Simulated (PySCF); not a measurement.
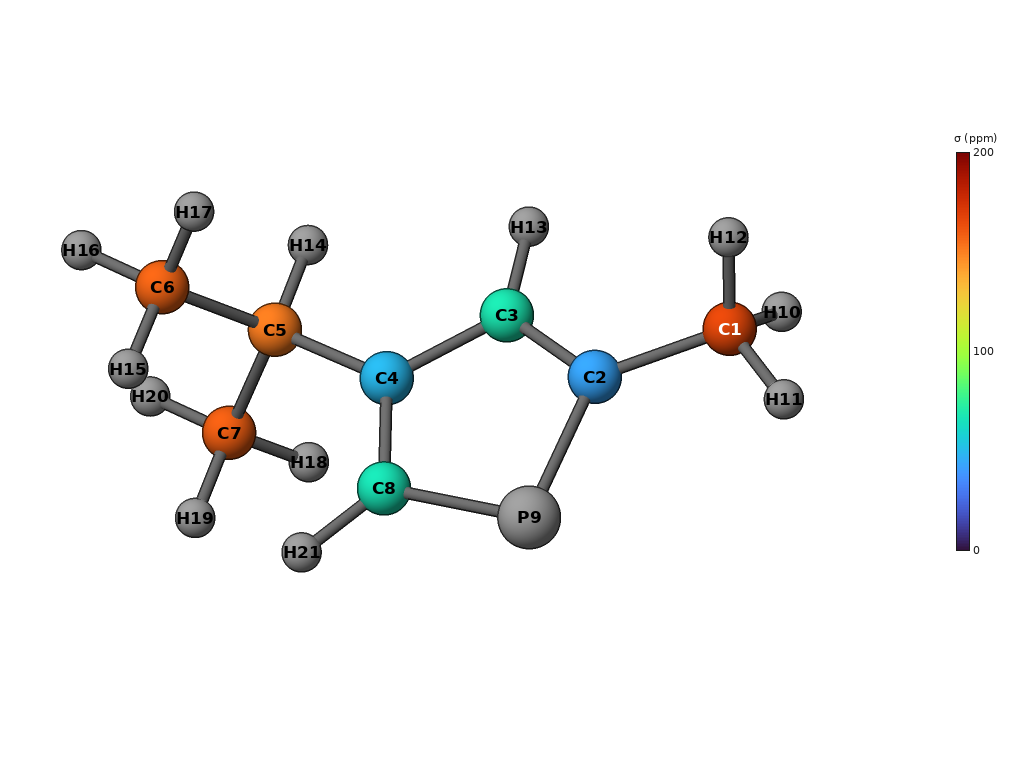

Atoms are coloured by their isotropic NMR shieldings (C only, the others grey). The species has charge −1 and is a spin singlet. The geometry was computed by an optimisation with GFN2-xTB. No frequency run is at hand to confirm it as a minimum. Method: GIAO PBE0/pcSseg-1 NMR shielding, non-relativistic, gas phase (PySCF 2.14.0).

Give the isotropic NMR shieldings of the C atoms atom by atom.

| atom | σ (ppm) |
| --- | --- |
| C1 | 165.3 |
| C2 | 43.1 |
| C3 | 68.5 |
| C4 | 49.4 |
| C5 | 150.2 |
| C6 | 156.7 |
| C7 | 158.0 |
| C8 | 66.5 |

The geometry is semi-empirical. Around P such bond lengths and angles can be off by a tenth of an ångström or more and by several degrees, and values that hang on the shape move with them.
